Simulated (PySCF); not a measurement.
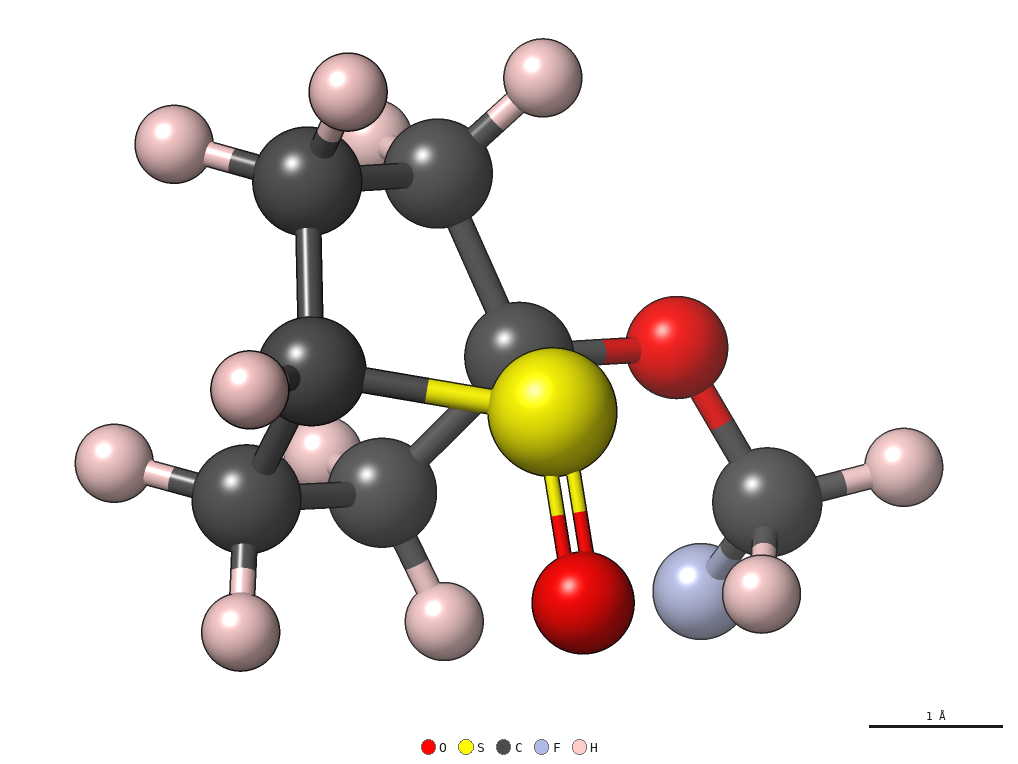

A ball-and-stick model of a molecule.

The computed structure is the end point of a GFN2-xTB optimisation. No frequency run is at hand to confirm it as a minimum.

What does the picture show?

Formula C₇H₁₁FO₂S. As SMILES it reads `O=[S@@]1[C@H]2CC[C@]1(OCF)CC2`. Independent rings (smallest set): 2 of 5 members. Among its groups: ether, sulfoxide, C–F bond. This geometry has C1 symmetry. Coordination: 1 S trigonal pyramidal; 7 C tetrahedral; 1 O bent.

The parts below concern this one geometry. Atoms keep their numbers from picture to picture.

## Geometry

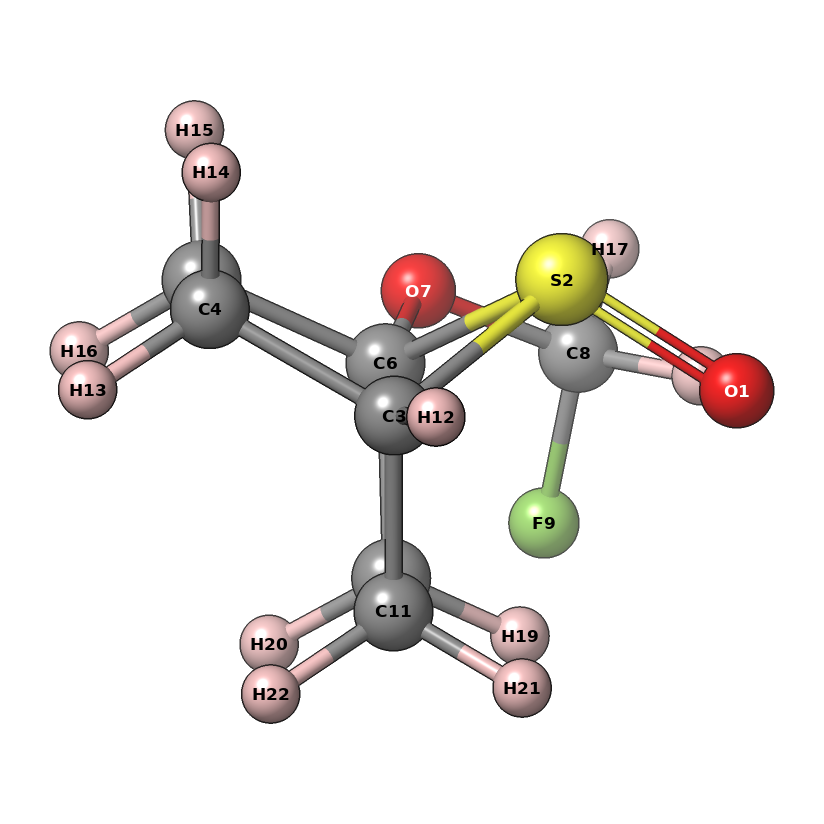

C10 lies behind C11. The molecule seen nearly along the C11–C10 bond, C11 in front. Distant atoms are faded towards the background colour. No frequency run is at hand to confirm it as a minimum.

Question: What is the torsion angle C3–C11–C10–C6? The sign is positive where the front bond must turn clockwise to cover the back bond.

Answer: −1°, synperiplanar (eclipsed). The bonds about C11–C10 are eclipsed.

## Charges

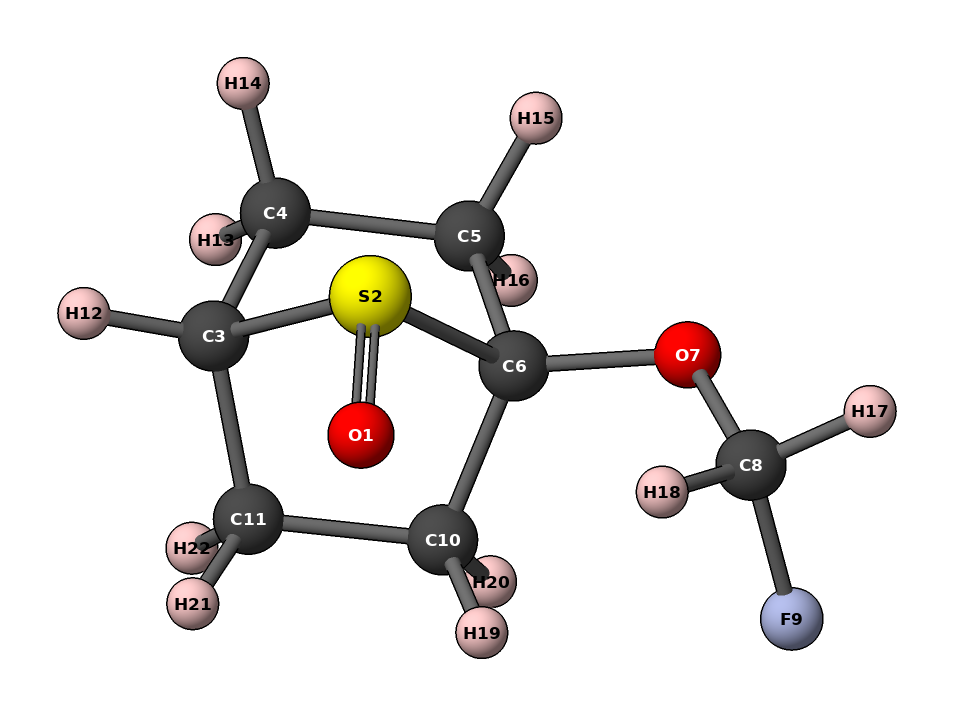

The questions are on Mulliken charges. No frequency run is at hand to confirm it as a minimum. Method: PBE0/pcSseg-1, gas phase (PySCF 2.14.0).

Give the Mulliken charges atom by atom.

| atom | value (e) |
| --- | --- |
| O1 | −0.61 |
| S2 | 0.70 |
| C3 | −0.42 |
| C4 | −0.15 |
| C5 | −0.08 |
| C6 | −0.25 |
| O7 | −0.48 |
| C8 | 0.36 |
| F9 | −0.34 |
| C10 | −0.11 |
| C11 | −0.13 |
| H12 | 0.13 |
| H13 | 0.14 |
| H14 | 0.14 |
| H15 | 0.14 |
| H16 | 0.14 |
| H17 | 0.12 |
| H18 | 0.12 |
| H19 | 0.16 |
| H20 | 0.14 |
| H21 | 0.15 |
| H22 | 0.13 |

## NMR shielding

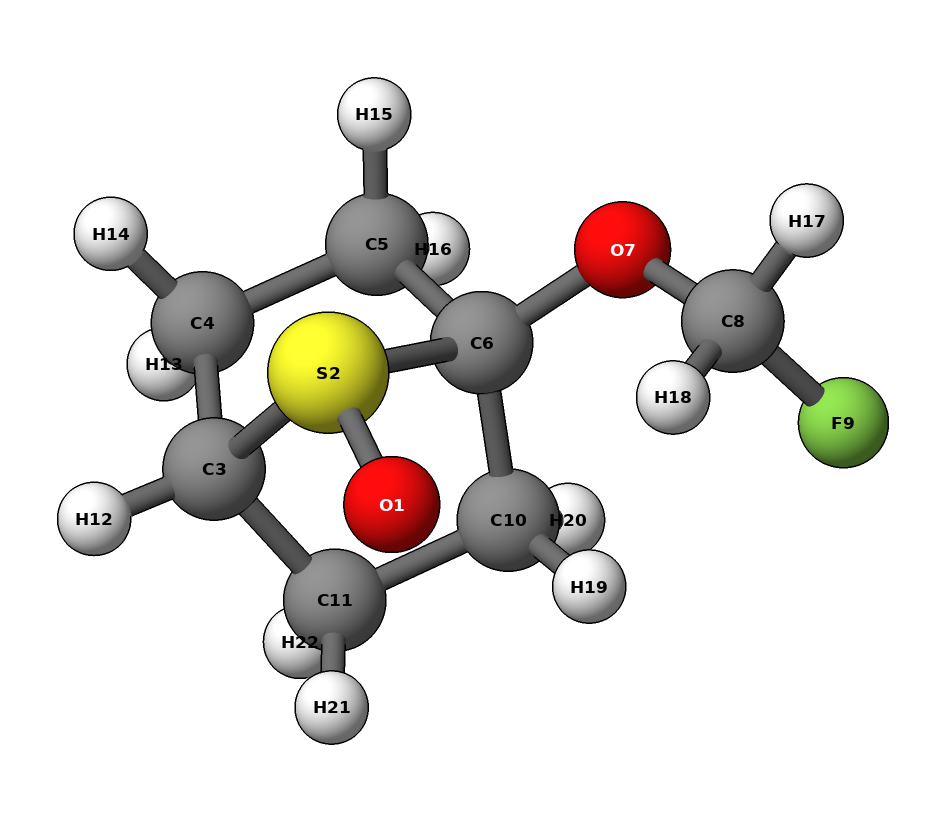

No frequency run is at hand to confirm it as a minimum. Level of theory: GIAO PBE0/pcSseg-1 NMR shielding, non-relativistic, gas phase (PySCF 2.14.0). Principal shieldings σ11 ≤ σ22 ≤ σ33, span Ω = σ33 − σ11, skew κ = 3(σiso − σ22)/Ω.

Question: Which C atom has the most anisotropic shielding?

Answer: C6, with a span of 75 ppm.

Give the shielding tensors of the C atoms.

```csv
atom,σ11,σ22,σ33,σiso,Ω,κ
C3,98.6,103.5,162.3,121.5,63.6,0.85
C4,154.2,161.2,176.7,164.1,22.5,0.38
C5,137.9,152.6,176.9,155.8,38.9,0.25
C6,42.2,70.8,116.8,76.6,74.5,0.23
C8,56.8,85.5,112.7,85.0,55.9,−0.03
C10,136.2,156.8,174.2,155.7,38.0,−0.09
C11,138.6,161.8,175.4,158.6,36.8,−0.26
```

Shieldings and span in ppm.

## Electronic properties

No frequency run is at hand to confirm it as a minimum. Method: PBE0/pcSseg-1, gas phase (PySCF 2.14.0).

Question: Give the LUMO energy (Kohn–Sham orbital) at this level.

Answer: 0.34 eV.

Question: Estimate the dipole moment.

Answer: 3.61 D.

Question: Give the HOMO energy (Kohn–Sham orbital) at this level.

Answer: −6.83 eV.

Mulliken values depend strongly on the basis set and can even reverse the polarity of a bond.
